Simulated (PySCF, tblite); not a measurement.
**C7H7BO2: geometry, infrared bands and NMR shifts**

Wanted: the infrared bands and NMR shifts of C7H7BO2 (`Cc1ccc2c(c1)OBO2`), by calculation.

Computed with tblite 0.8.0 and PySCF 2.14.0, with density-fitted response routines of our own, on a single molecule in the gas phase. Atoms count from 0, in the outputs and in this text.

### 1 The starting structure

17 atoms, charge 0, multiplicity 1; geometry from: force field or distance geometry start.

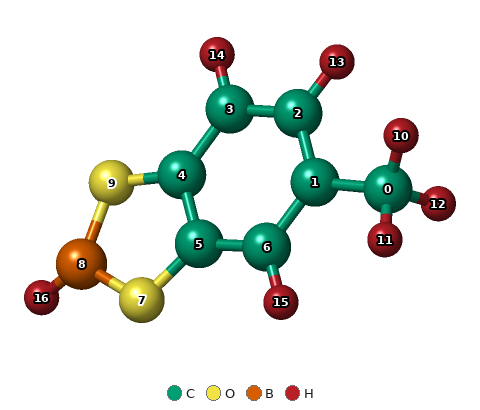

As it starts; carbon teal, oxygen yellow, boron orange, hydrogen red, atoms numbered.

### 2 Geometry optimisation with GFN2-xTB

Job settings and geometry (Å):

```
{"job": {"kind": "relax", "xc": "GFN2-xTB", "basis": "xTB"}, "charge": 0, "multiplicity": 1}
C     -2.663800    -0.372200    -0.348200
C     -1.236200    -0.010500    -0.110000
C     -0.906700     1.164200     0.541000
C      0.421400     1.465200     0.737800
C      1.399100     0.563000     0.322800
C      1.065700    -0.614000    -0.323200
C     -0.262200    -0.897200    -0.531300
O      2.215700    -1.332100    -0.651100
B      3.393400    -0.543300    -0.184400
O      2.779900     0.672400     0.434800
H     -3.286500     0.494400    -0.644600
H     -2.761600    -1.161000    -1.122600
H     -3.065100    -0.848200     0.606600
H     -1.693600     1.863800     0.870500
H      0.667100     2.392100     1.247700
H     -0.521300    -1.842000    -1.023900
H      4.447700    -0.982500     0.168200
```

Command:

```console
$ OMP_NUM_THREADS=1 python probes_run.py task.json out
```

This one command runs all jobs of the session in turn.

Output:

```text
step      E/eV     max force
  0    -761.76827    4.066
  1    -762.18105    2.148
  2    -762.36200    1.518
  3    -762.44058    1.022
  4    -762.53137    0.958
  5    -762.55061    0.407
  6    -762.56759    0.296
  7    -762.57496    0.318
  8    -762.58279    0.197
  9    -762.58596    0.132
 10    -762.58867    0.123
 11    -762.59130    0.139
 12    -762.59373    0.128
 13    -762.59542    0.105
 14    -762.59700    0.122
 15    -762.59874    0.143
 16    -762.60031    0.104
 17    -762.60148    0.087
 18    -762.60236    0.086
 19    -762.60312    0.063
 20    -762.60370    0.047
 21    -762.60405    0.047
 22    -762.60430    0.042
 23    -762.60455    0.037
 24    -762.60485    0.045
 25    -762.60514    0.038
 26    -762.60542    0.038
 27    -762.60570    0.044
 28    -762.60594    0.036
 29    -762.60611    0.030
 30    -762.60622    0.026
 31    -762.60632    0.024
 32    -762.60645    0.030
 33    -762.60659    0.034
 34    -762.60673    0.031
 35    -762.60686    0.031
 36    -762.60699    0.034
 37    -762.60710    0.025
 38    -762.60717    0.020
 39    -762.60723    0.017
 40    -762.60728    0.018
 41    -762.60735    0.021
 42    -762.60741    0.021
 43    -762.60744    0.016
 44    -762.60747    0.011
 45    -762.60749    0.013
 46    -762.60752    0.014
 47    -762.60754    0.011
 48    -762.60756    0.007
```

Run time: 0.5 s. Hardware: 1 thread of Arm Neoverse N1, shared host; peak memory 0.18 GiB.

Along the way: (not every step is listed)

| step | energy from step 0 (eV) | largest force (eV/Å) |
| --- | --- | --- |
| 0 | 0.0000 | 4.0656 |
| 1 | -0.4128 | 2.1479 |
| 2 | -0.5937 | 1.5175 |
| 3 | -0.6723 | 1.0220 |
| 4 | -0.7631 | 0.9583 |
| 5 | -0.7823 | 0.4067 |
| 6 | -0.7993 | 0.2960 |
| 7 | -0.8067 | 0.3178 |
| 8 | -0.8145 | 0.1974 |
| 11 | -0.8230 | 0.1389 |
| 14 | -0.8287 | 0.1220 |
| 17 | -0.8332 | 0.0872 |
| 20 | -0.8354 | 0.0470 |
| 23 | -0.8363 | 0.0374 |
| 26 | -0.8371 | 0.0381 |
| 29 | -0.8378 | 0.0302 |
| 32 | -0.8382 | 0.0297 |
| 35 | -0.8386 | 0.0313 |
| 38 | -0.8389 | 0.0204 |
| 41 | -0.8391 | 0.0208 |
| 43 | -0.8392 | 0.0158 |
| 44 | -0.8392 | 0.0112 |
| 45 | -0.8392 | 0.0132 |
| 46 | -0.8392 | 0.0140 |
| 47 | -0.8393 | 0.0114 |
| 48 | -0.8393 | 0.0073 |

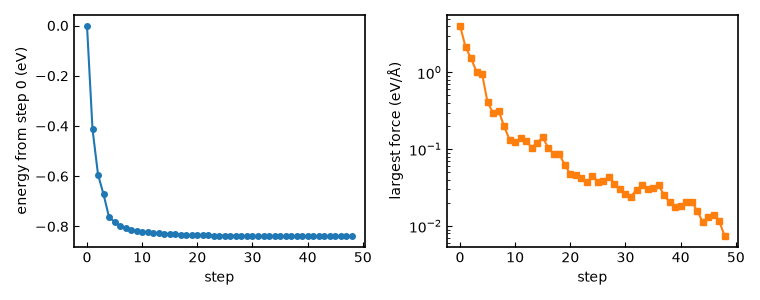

Energy and force, step by step.

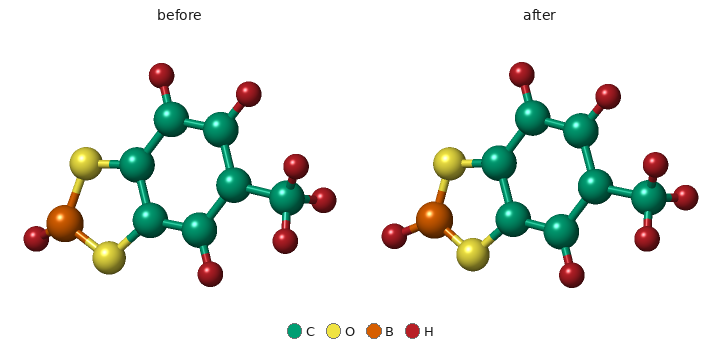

Before and after, at one scale.

Close pairs (by a distance rule), those that changed most:

| bond | before (Å) | after (Å) | change (Å) |
| --- | --- | --- | --- |
| B8–O9 | 1.496 | 1.372 | -0.124 |
| O7–B8 | 1.492 | 1.373 | -0.120 |
| C0–H12 | 1.140 | 1.090 | -0.050 |
| B8–H16 | 1.195 | 1.159 | -0.037 |
| C5–O7 | 1.395 | 1.361 | -0.034 |
| C4–O9 | 1.390 | 1.361 | -0.028 |
| C2–H13 | 1.103 | 1.080 | -0.023 |
| C0–H11 | 1.110 | 1.087 | -0.023 |

The next job starts from the end point, and lists it.

### 3 Infrared spectrum with GFN2-xTB

Job settings and geometry (Å):

```
{"job": {"kind": "ir", "xc": "GFN2-xTB", "basis": "xTB"}, "charge": 0, "multiplicity": 1}
C     -2.669141    -0.379316    -0.357928
C     -1.221936    -0.061176    -0.125223
C     -0.867292     1.131209     0.505105
C      0.450074     1.470465     0.769342
C      1.418161     0.568529     0.375735
C      1.074959    -0.631709    -0.257291
C     -0.239074    -0.964721    -0.515680
O      2.216154    -1.320408    -0.530223
B      3.242444    -0.537208    -0.063612
O      2.773296     0.624582     0.494395
H     -3.222836     0.516657    -0.628491
H     -2.783737    -1.117106    -1.147642
H     -3.111799    -0.783743     0.552651
H     -1.649637     1.815738     0.797911
H      0.710119     2.395460     1.258008
H     -0.489985    -1.893070    -1.003595
H      4.363233    -0.822153    -0.133373
```

Output:

```text
mode    cm-1     km/mol
  1      25.4      0.42
  2     137.2      0.06
  3     223.1      0.01
  4     290.6      0.39
  5     316.3      0.32
  6     392.7      1.96
  7     411.7      0.78
  8     468.8      1.27
  9     524.9      6.76
 10     576.1      3.83
 11     595.5      1.46
 12     705.8      0.09
 13     733.6      0.71
 14     752.6     78.59
 15     760.0      2.31
 16     816.7     38.88
 17     851.0     27.87
 18     872.1      1.17
 19     896.6      4.15
 20     906.5      0.68
 21     959.8      5.09
 22    1014.7      8.70
 23    1033.6     11.69
 24    1055.2     54.14
 25    1087.3     54.34
 26    1143.8     56.52
 27    1153.0    111.03
 28    1211.4    123.45
 29    1248.8     16.22
 30    1293.1     97.56
 31    1357.8      5.10
 32    1403.4      5.75
 33    1433.7     77.00
 34    1468.6     40.71
 35    1480.9      5.20
 36    1489.1      9.63
 37    1593.7      7.04
 38    1612.0     12.71
 39    2763.1    107.28
 40    3000.6     24.79
 41    3038.6     20.84
 42    3047.4     20.77
 43    3087.0     21.22
 44    3103.8     19.40
 45    3108.8     19.46
```

Wall time 0.95 s (1 thread of Arm Neoverse N1, shared host); peak memory 0.18 GiB.

Which atoms move in the most intense modes:

| cm⁻¹ | km/mol | atoms |
| --- | --- | --- |
| 753 | 78.6 | H16 60 %, B8 35 % |
| 1087 | 54.3 | B8 46 %, O9 20 %, O7 18 % |
| 1144 | 56.5 | H14 41 %, H13 27 % |
| 1153 | 111.0 | H15 36 %, C1 11 %, O7 11 %, B8 10 % |
| 1211 | 123.5 | C4 19 %, H15 19 %, B8 11 %, O9 11 % |
| 1293 | 97.6 | C5 19 %, C1 19 %, C2 15 %, C4 15 % |
| 1434 | 77.0 | C5 23 %, C3 21 %, C4 14 %, C6 11 % |
| 2763 | 107.3 | H16 91 % |

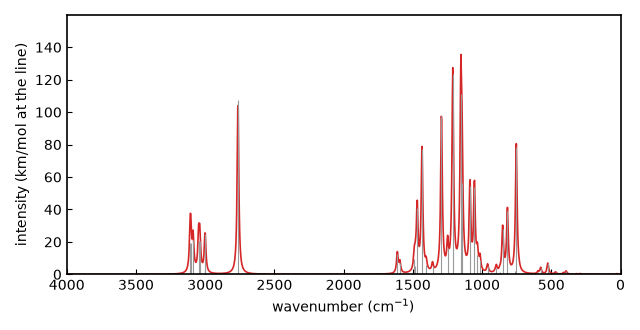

The infrared spectrum from these modes, unscaled. Lines are broadened to a width of 14 cm⁻¹ (Lorentzian).

### 4 Shielding tensors: PBE0/pcSseg-1

Same as in step 3 but for these lines:

```diff
@@ -1,2 +1,2 @@
-{"job": {"kind": "ir", "xc": "GFN2-xTB", "basis": "xTB"}, "charge": 0, "multiplicity": 1}
+{"job": {"kind": "nmr", "xc": "PBE0", "basis": "pcSseg-1"}, "charge": 0, "multiplicity": 1}
 C     -2.669141    -0.379316    -0.357928
```

With the program's defaults for keys left out, this is: GIAO PBE0/pcSseg-1 NMR shielding, non-relativistic, gas phase.

Output:

```text
coarse grid: 15200 points
cycle   1  E = -445.6049951969  dE =  2.095e+00  |g| = 7.183e-01  |ddm| = 4.204e+00
cycle   2  E = -445.5219592501  dE =  8.304e-02  |g| = 9.999e-01  |ddm| = 1.261e+00
cycle   3  E = -445.7024915400  dE = -1.805e-01  |g| = 1.011e-01  |ddm| = 7.554e-01
cycle   4  E = -445.7045528050  dE = -2.061e-03  |g| = 3.578e-02  |ddm| = 1.179e-01
cycle   5  E = -445.7048340558  dE = -2.813e-04  |g| = 1.305e-02  |ddm| = 4.352e-02
cycle   6  E = -445.7048702046  dE = -3.615e-05  |g| = 4.365e-03  |ddm| = 1.552e-02
cycle   7  E = -445.7048753264  dE = -5.122e-06  |g| = 8.779e-04  |ddm| = 5.489e-03
final grid: 149688 points
cycle   8  E = -445.7837668568  dE = -4.364e-05  |g| = 1.241e-02  |ddm| = 4.718e-02
cycle   9  E = -445.7837303931  dE =  3.646e-05  |g| = 1.868e-02  |ddm| = 2.361e-02
cycle  10  E = -445.7837971695  dE = -6.678e-05  |g| = 1.537e-03  |ddm| = 1.497e-02
cycle  11  E = -445.7837977199  dE = -5.503e-07  |g| = 3.857e-04  |ddm| = 1.733e-03
cycle  12  E = -445.7837977499  dE = -3.001e-08  |g| = 1.655e-04  |ddm| = 4.657e-04
cycle  13  E = -445.7837977568  dE = -6.889e-09  |g| = 3.377e-05  |ddm| = 1.927e-04
cycle  14  E = -445.7837977571  dE = -2.918e-10  |g| = 9.430e-06  |ddm| = 4.367e-05
converged SCF energy = -445.7837977571

GIAO shielding tensors (ppm)
atom      isotropic    diamagn.    paramagn.     s11        s22        s33       span
  0 C      162.693     244.200     -81.507    141.000    157.288    189.791     48.790
  1 C       49.004     262.361    -213.357    -49.716     21.569    175.159    224.874
  2 C       58.997     253.258    -194.261    -41.078     53.008    165.060    206.138
  3 C       69.494     254.955    -185.461    -11.217     47.008    172.691    183.908
  4 C       33.457     261.536    -228.079    -42.043     27.570    114.843    156.886
  5 C       31.045     258.115    -227.071    -47.326     26.587    113.873    161.199
  6 C       68.866     253.299    -184.433     -6.741     54.329    159.011    165.753
  7 O      110.679     393.170    -282.491    -33.074     82.013    283.099    316.173
  8 B       73.814     197.900    -124.085     59.295     71.804     90.343     31.048
  9 O      112.409     393.316    -280.907    -33.423     84.492    286.157    319.580
 10 H       29.123      28.326       0.797     23.967     28.443     34.960     10.993
 11 H       29.425      28.896       0.528     24.168     29.118     34.989     10.821
 12 H       28.821      27.710       1.112     25.242     26.164     35.059      9.817
 13 H       24.384      32.954      -8.570     20.139     24.559     28.454      8.315
 14 H       24.190      30.723      -6.533     19.994     25.572     27.004      7.011
 15 H       24.286      32.849      -8.563     19.858     24.598     28.402      8.544
 16 H       26.964      28.874      -1.910     23.446     26.566     30.880      7.434
```

Run time: 72 s. Hardware: 1 thread of Arm Neoverse N1, shared host; peak memory 0.91 GiB.

The references, computed at this level on geometries of the same kind, shield at (ppm): ¹H TMS 31.72, ¹³C TMS 186.9, ¹⁷O H2O 336.1, ¹¹B BF3·OEt2 100.1. Their shielding less the atom's gives the shift. The references are single molecules in the gas phase, so shifts against H2O, NH3, PH3, H3PO4 or CFCl3 are not on the usual liquid scales and can be off by tens of ppm. Atoms listed in one row are averaged.

| atoms | environment | σ (ppm) | δ (ppm) | δ scaled to CDCl3 |
| --- | --- | --- | --- | --- |
| C5 | aromatic carbon bearing oxygen | 31.0 | 155.9 | 150.2 |
| C4 | aromatic carbon bearing oxygen | 33.5 | 153.5 | 147.9 |
| C1 | substituted aromatic carbon | 49.0 | 137.9 | 132.7 |
| C2 | aromatic CH | 59.0 | 127.9 | 122.9 |
| C6 | aromatic CH | 68.9 | 118.1 | 113.3 |
| C3 | aromatic CH | 69.5 | 117.4 | 112.7 |
| C0 | methyl carbon on an aromatic ring | 162.7 | 24.2 | 21.7 |
| H14 | hydrogen on an aromatic CH | 24.19 | 7.53 | 7.20 |
| H15 | hydrogen on an aromatic CH | 24.29 | 7.43 | 7.11 |
| H13 | hydrogen on an aromatic CH | 24.38 | 7.33 | 7.02 |
| H16 | hydrogen on a boron bonded to 2 O, in a 5-membered ring | 26.96 | 4.75 | – |
| H10, H11, H12 | hydrogen on a methyl carbon on an aromatic ring | 29.12 | 2.59 | 2.55 |
| O7 | oxygen bonded to C, B, in a 5-membered ring | 110.7 | 225.4 | – |
| O9 | oxygen bonded to C, B, in a 5-membered ring | 112.4 | 223.7 | – |
| B8 | boron bonded to 2 O, H, in a 5-membered ring | 73.8 | 26.3 | – |

The scaled column applies a straight-line fit of computed shieldings to shifts measured in CDCl3 (root-mean-square error 0.16 ppm for H, 1.9 ppm for C).

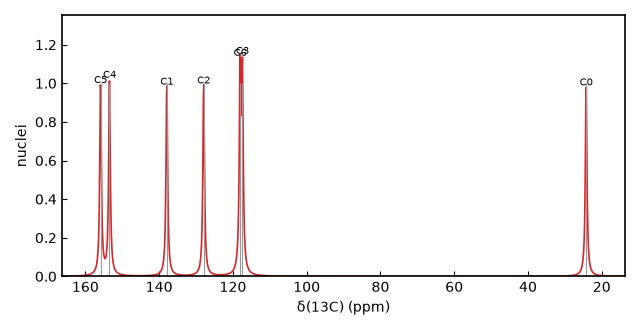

¹³C lines at the computed shifts, without couplings. Lines are broadened to a width of 0.53 ppm (Lorentzian).

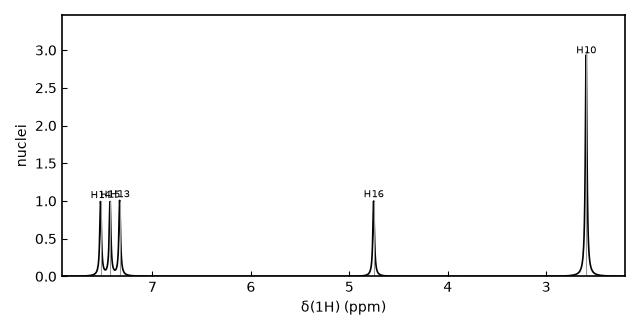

¹H lines at the computed shifts, without couplings. Lines are broadened to a width of 0.02 ppm (Lorentzian).

Charges from the same density, by scheme (e):

| atoms | Mulliken | IAO | Hirshfeld | ESP fit |
| --- | --- | --- | --- | --- |
| C0 | -0.13 | -0.42 | -0.12 | -0.48 |
| C1 | -0.34 | 0.01 | 0.01 | 0.32 |
| C2 | -0.02 | -0.17 | -0.06 | -0.34 |
| C3 | -0.06 | -0.18 | -0.06 | -0.33 |
| C4 | 0.18 | 0.15 | 0.05 | 0.30 |
| C5 | 0.19 | 0.16 | 0.06 | 0.38 |
| C6 | 0.00 | -0.19 | -0.06 | -0.54 |
| O7 | -0.45 | -0.35 | -0.15 | -0.43 |
| B8 | 0.48 | 0.38 | 0.22 | 0.55 |
| O9 | -0.45 | -0.35 | -0.15 | -0.43 |

IAO charges:

C0 -0.42; C1 0.01; C2 -0.17; C3 -0.18; C4 0.15; C5 0.16; C6 -0.19; O7 -0.35; B8 0.38; O9 -0.35; H10 0.15; H11 0.15; H12 0.16; H13 0.15; H14 0.17; H15 0.16; H16 0.02

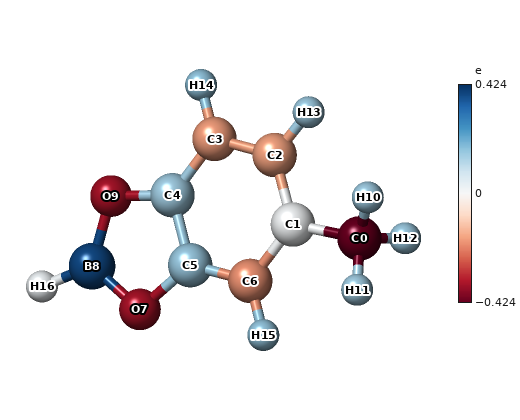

IAO charges, as colours on the atoms.

Mayer bond orders: C0–C1 1.07, C1–C2 1.42, C2–C3 1.44, C3–C4 1.43, C4–C5 1.34, C5–C6 1.43, C5–O7 0.90, O7–B8 1.17, B8–O9 1.17, C6–C1 1.39, O9–C4 0.90.

Ring of atoms C1, C2, C3, C4, C5, C6: NICS(0) -10.8, NICS(1) -11.6, NICS(1)zz -27.9 ppm (means of both faces).

Ring of atoms C4, C5, O7, B8, O9: NICS(0) -6.3, NICS(1) -5.7, NICS(1)zz -12.8 ppm (means of both faces).

The fields below are evaluated on a grid from the run's orbitals.

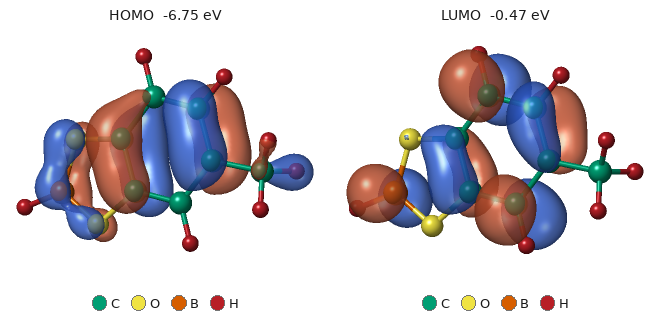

PBE0/pcSseg-1 orbitals near the gap, drawn at the value that encloses 70 % of each; the two colours are the two signs.

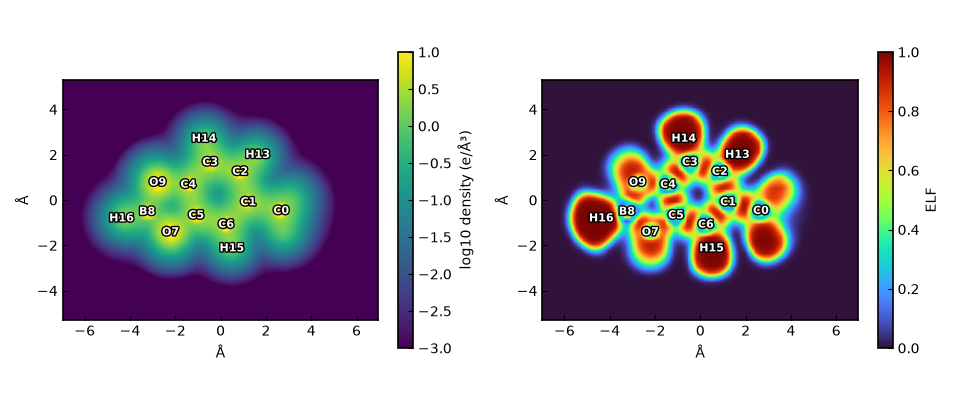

Density (left) and ELF (right) in a plane through or near 14 of the atoms.

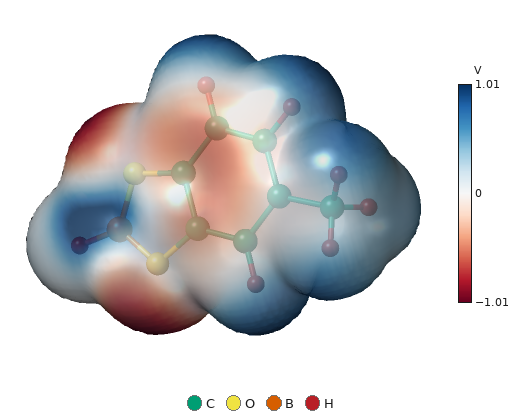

Electrostatic potential on the surface of density 0.002 e/bohr³; red is low, blue high. It runs from -1.01 V near O9 to 1.01 V near B8.

### 5 Outcome

| quantity | value |
| --- | --- |
| strongest single infrared mode (GFN2-xTB) | 1211 cm⁻¹, 123 km/mol |
| zero-point energy (GFN2-xTB) | 79.3 kcal/mol |
| ¹³C shifts against TMS (PBE0/pcSseg-1) | 155.9, 153.5, 137.9, 127.9, 118.1, 117.4, 24.2 ppm |
| ¹H shifts against TMS (PBE0/pcSseg-1, means over atoms taken as alike) | 7.53, 7.43, 7.33, 4.75, 2.59 ppm |
| ¹⁷O shifts against H2O (PBE0/pcSseg-1) | 225.4, 223.7 ppm |
| ¹¹B shifts against BF3·OEt2 (PBE0/pcSseg-1) | 26.3 ppm |
| surface potential, least and greatest | -1.01 V and 1.01 V |

**Reading.** Relaxing lowered the energy by 0.839 eV in 48 steps; the close pair that moved most is B8–O9, from 1.496 to 1.372 Å. All 45 modes are real, so the xTB geometry is a minimum. The strongest single mode, at 1211 cm⁻¹, is spread over many atoms; the largest shares are those of C4, H15. Unscaled tight-binding wavenumbers are off by several per cent, some by more. Its intensities can rank the bands wrongly. NICS(1)zz of -28 ppm above the planar ring from C1 marks a diatropic (aromatic) ring current. At PBE0/pcSseg-1, counted by nearest atom on the grid, the HOMO lies on C1, C4 about 21 % each; C2, C5 about 15 % each, the LUMO on C3, C6 about 20 % each; B8 10 %.
